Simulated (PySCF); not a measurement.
# Co: dipole response in aug-cc-pwCVTZ-DK

Aim: the static polarisability and the C₆ coefficient of Co, method by method.

The numbers are computed with PySCF 2.14.0 (unrestricted determinants in a Gaussian basis, no spin-orbit coupling in the energies), except any that are marked as measured or tabulated.

### 1 Starting point

- Element: cobalt (Z = 27)
- Basis: aug-cc-pwCVTZ-DK (10s9p7d4f3g, 127 functions)
- Hamiltonian: the spin-free X2C one-electron Hamiltonian (Gaussian nucleus)
- State 1: Co: [Ar] 3d7 4s2, high-spin 4F determinant
- Methods: PBE0

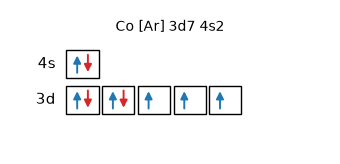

Outer shells as boxes.

The runs were made by one driver on top of PySCF. The scripts below sum up each run's settings (the driver also hands on starting orbitals that pick excited configurations, and frozen orbitals as a list rather than a count), and the logs come from the driver's own runs. The driver starts from symmetry-adapted Hartree-Fock orbitals, holds the occupation by maximum overlap and uses a logarithmic radial grid for functionals, so a plain start would take other cycles.

The integrals over 127 functions and the set-up took 4.3 s of CPU time.

### 2 Co, at PBE0

PBE0:

Contents of input.py:

```python
from pyscf import gto, scf, dft, mp, cc
import basis_set_exchange as bse
mol = gto.M(atom="Co 0 0 0", charge=0, spin=3, symmetry="D2h",
            basis=gto.basis.parse(bse.get_basis("aug-cc-pwCVTZ-DK", elements=["Co"], fmt="nwchem")),
            nucmod="G")
mf = dft.UKS(mol, xc="PBE0").sfx2c1e()
mf.irrep_nelec = {'Ag': (6, 5), 'B1g': (1, 1), 'B2g': (1, 0), 'B3g': (1, 0), 'B1u': (2, 2), 'B2u': (2, 2), 'B3u': (2, 2)}
mf.kernel()
```

The log of the run:

```text
damping factor = 0
level_shift factor = 0
DIIS = <class 'pyscf.scf.diis.CDIIS'>
diis_start_cycle = 1
diis_space = 10
diis_damp = 0
SCF conv_tol = 1e-09
SCF conv_tol_grad = None
number electrons alpha = 15  beta = 12
XC functionals = PBE0
    C. Adamo and V. Barone.,  J. Chem. Phys. 110, 6158 (1999)
    M. Ernzerhof and G. E. Scuseria.,  J. Chem. Phys. 110, 5029 (1999)
cycle= 1 E= -1393.01975274666  delta_E= -0.0172  |g|= 0.0865  |ddm|= 0.352
cycle= 2 E= -1393.01798859108  delta_E= 0.00176  |g|= 0.145  |ddm|= 0.177
cycle= 3 E= -1393.02118585923  delta_E= -0.0032  |g|= 0.00469  |ddm|= 0.0779
cycle= 4 E= -1393.02119230944  delta_E= -6.45e-06  |g|= 0.00235  |ddm|= 0.00697
cycle= 5 E= -1393.02119333306  delta_E= -1.02e-06  |g|= 6.89e-05  |ddm|= 0.00274
cycle= 6 E= -1393.02119333611  delta_E= -3.05e-09  |g|= 3.24e-05  |ddm|= 0.000123
cycle= 7 E= -1393.02119333634  delta_E= -2.31e-10  |g|= 6.92e-07  |ddm|= 3.65e-05
converged SCF energy = -1393.02119333634  <S^2> = 3.7561675  2S+1 = 4.0030825
```

CPU time 95 s on a shared host, the integrals not counted.

The occupied shells:

| shell | electrons | mean orbital energy (eV) | spread (eV) | rms radius (bohr) |
| --- | --- | --- | --- | --- |
| 1s β | 1 | -7633.4 | 0 | 0.0649 |
| 1s α | 1 | -7633.4 | 0 | 0.0649 |
| 2s α | 1 | -915.71 | 0 | 0.277 |
| 2s β | 1 | -913.88 | 0 | 0.277 |
| 2p α | 3 | -783.29 | 0 | 0.249 |
| 2p β | 3 | -781.76 | 0 | 0.249 |
| 3s α | 1 | -110.26 | 0 | 0.832 |
| 3s β | 1 | -105.86 | 0 | 0.832 |
| 3p α | 3 | -72.022 | 0 | 0.888 |
| 3p β | 3 | -67.285 | 0 | 0.888 |
| 3d α | 5 | -11.886 | 1.261 | 1.22 |
| 3d β | 2 | -9.312 | 0 | 1.22 |
| 4s α | 1 | -6.398 | 0 | 3.18 |
| 4s β | 1 | -5.811 | 0 | 3.18 |

⟨S²⟩ = 3.756, ⟨L²⟩ = 12.01.

The driver then solved the coupled dipole response at imaginary frequencies: mean α = 55.94 bohr³, C₆ = 475.6 au for a like pair.

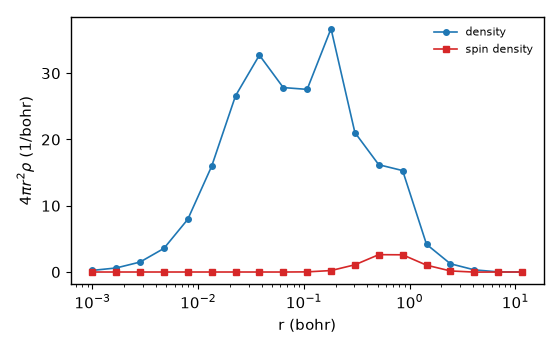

Radial density 4πr²ρ of Co at PBE0, at 19 stored radii joined by straight lines.

### 3 The response side by side

Co, in atomic units:

| method | mean α | C₆ (like pair) | S(−4) |
| --- | --- | --- | --- |
| PBE0 | 55.94 | 475.6 | 1678 |

Reference α: 55 ± 4 bohr³ (recommended; Schwerdtfeger and Nagle, table of static dipole polarizabilities (2023 update)). Published C₆: 408.0 (Chu and Dalgarno (2004); Tang, Norbeck and Certain (1976)).

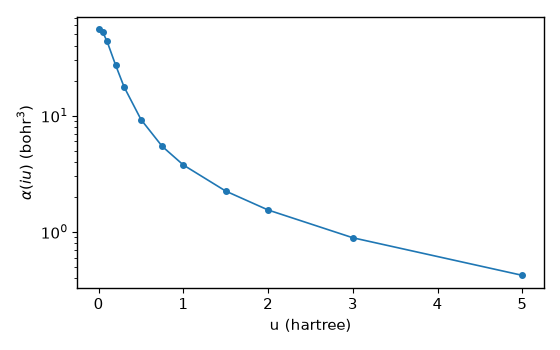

α(iu) of Co, the polarisability at imaginary frequency, on a logarithmic scale.

### 4 What came out

```
quantity                                value
 α of Co  55.94 (PBE0) bohr³; reference 55.00
```

What this shows: For Co PBE0 differs from the reference by +2 %. All values hold for this basis alone; no basis-set limit was taken.
